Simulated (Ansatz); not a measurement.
# BOF (SMILES O=BF) at wB97X/STO-3G

Aim: the energy change on altering one bond length of BOF at wB97X/STO-3G, from 2 runs. 

Program for the calculation: Ansatz 0.2.0.

53 further runs of the same task are left out: 4 that didn't finish, 49 set aside as unsound or not needed.

**1. The system as given**

The species is BOF (3 atoms), meant as a singlet with charge 0. SMILES: `O=BF`. The coordinates come from a PBE0-D4/def2-TZVP relaxation.

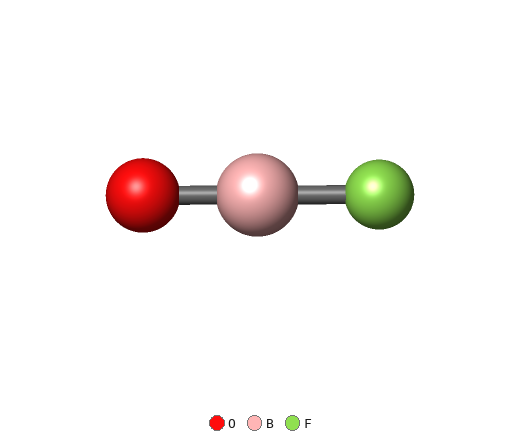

The structure, seen from a chosen angle (oxygen red, boron pink, fluorine green).

**2. A single-point energy at wB97X/STO-3G**

Contents of run.yaml:

```yaml
crystal:
  periodic: [false, false, false]
  atoms:
    - {symbol: O, position_ang: [0.983100, -0.565100, 0.479900]}
    - {symbol: B, position_ang: [0.020300, -0.011600, 0.009900]}
    - {symbol: F, position_ang: [-1.003400, 0.576800, -0.489800]}
basis:
  gaussian: {orbitals: STO-3G}
hamiltonian: {xc: {name: wB97X}}
accuracy: high
```

Run with:

```console
$ ansatz run run.yaml --threads 1 --pin off --max-ram 2610MiB --events-out events.jsonl --progress --plain --runs-dir runs
```

The program printed:

```text
Warning: RAYON_NUM_THREADS=1 ignored (pool sized by the plan → 1); use --threads N
Functional definition: wB97X
  name "wB97X"
  parameter omega = 0.3/bohr
  parameter cx = 0.157706
  parameter cx1 = 0.726479
  parameter cx2 = 1.04760
  parameter cx3 = -5.70635
  parameter cx4 = 13.2794
  parameter css1 = -4.33879
  parameter css2 = 18.2308
  parameter css3 = -31.7430
  parameter css4 = 17.2901
  parameter cos1 = 2.37031
  parameter cos2 = -11.3995
  parameter cos3 = 6.58405
  parameter cos4 = -3.78132
  exchange = spin_sum(e_x_unif_sr(omega)*poly(b97_u_x, 1 - cx, cx1, cx2, cx3, cx4)) + cx*exact_x_sr(omega)
      + exact_x_lr(omega)
  correlation = spin_sum(e_c_pw_same_spin*poly(b97_u_same, 1, css1, css2, css3, css4))
      + integral(e_c_pw_opposite_spin*poly(b97_u_opposite, 1, cos1, cos2, cos3, cos4))
248 factors; integrals over basis functions are off by at most 3.4e-8 eV
116 factors; integrals over basis functions are off by at most 9.5e-10 eV
mean field evaluation 1: about -5361.0265 eV, gradient 3.4e1 eV
mean field evaluation 2: about -5357.9225 eV, gradient 5.6e1 eV
mean field evaluation 4: about -5365.1397 eV, gradient 1.4e0 eV
mean field evaluation 8: about -5365.1139 eV, gradient 3.1e-3 eV
mean field evaluation 16: about -5365.1139 eV, gradient 1.5e-8 eV
mean field -5365.11394604 eV, -197.1643009120 hartree, gradient 1.6e-8 eV, S^2 0.000000; 0 other end points of the search recorded, 0 dependent functions left out
reference -5365.11394502 eV, -197.1643008746 hartree; 11, 11 occupied and 4, 4 virtual orbitals, 248 factors
Total energy: -5365.11394502 eV, -197.1643008746 hartree
```

Wall time 1.7 s (1 thread of Intel Xeon Platinum 8488C (Sapphire Rapids), shared host); peak memory 0.2 GiB.

**3. The distorted shape, same level**

Contents of in.yaml:

```yaml
crystal:
  periodic: [false, false, false]
  atoms:
    - symbol: O
      position_ang: [1.223799, -0.703474, 0.597399]
    - symbol: B
      position_ang: [0.020300, -0.011600, 0.009900]
    - symbol: F
      position_ang: [-1.003400, 0.576800, -0.489800]
basis:
  gaussian:
    orbitals: STO-3G
hamiltonian:
  xc: {name: wB97X}
accuracy: high
```

Run with:

```console
$ ansatz run in.yaml --threads 1 --pin off --max-ram 2610MiB --events-out events.jsonl --progress --plain --runs-dir runs
```

The program printed (excerpt; [...] marks lines left out):

```text
Warning: RAYON_NUM_THREADS=1 ignored (pool sized by the plan → 1); use --threads N
[... 2 set-up lines as earlier in the session ...]
[...]
      + exact_x_lr(omega)
[...]
      + integral(e_c_pw_opposite_spin*poly(b97_u_opposite, 1, cos1, cos2, cos3, cos4))
245 factors; integrals over basis functions are off by at most 3.9e-8 eV
121 factors; integrals over basis functions are off by at most 7.2e-10 eV
[...]
mean field -5362.75164133 eV, -197.0774878153 hartree, gradient 3.0e-8 eV, S^2 0.000000; 0 other end points of the search recorded, 0 dependent functions left out
reference -5362.75164032 eV, -197.0774877780 hartree; 11, 11 occupied and 4, 4 virtual orbitals, 245 factors
Total energy: -5362.75164032 eV, -197.0774877780 hartree
```

Wall time 1.7 s (1 thread of Intel Xeon Platinum 8488C (Sapphire Rapids), shared host); peak memory 0.2 GiB.

**4. What came out**

Level: wB97X/STO-3G.

```
                                                         quantity          value
                                        first shape: total energy  -197.16430 Eh
                                    distorted shape: total energy  -197.07749 Eh
energy change with the O1–B2 bond stretched from 1.206 to 1.507 Å       2.362 eV
```

What this shows: With the O1–B2 bond stretched from 1.206 to 1.507 Å the energy rises by 2.36 eV (228 kJ/mol). The first shape isn't relaxed at this level, so the change isn't measured from a minimum. The minimal basis adds a large error of its own.
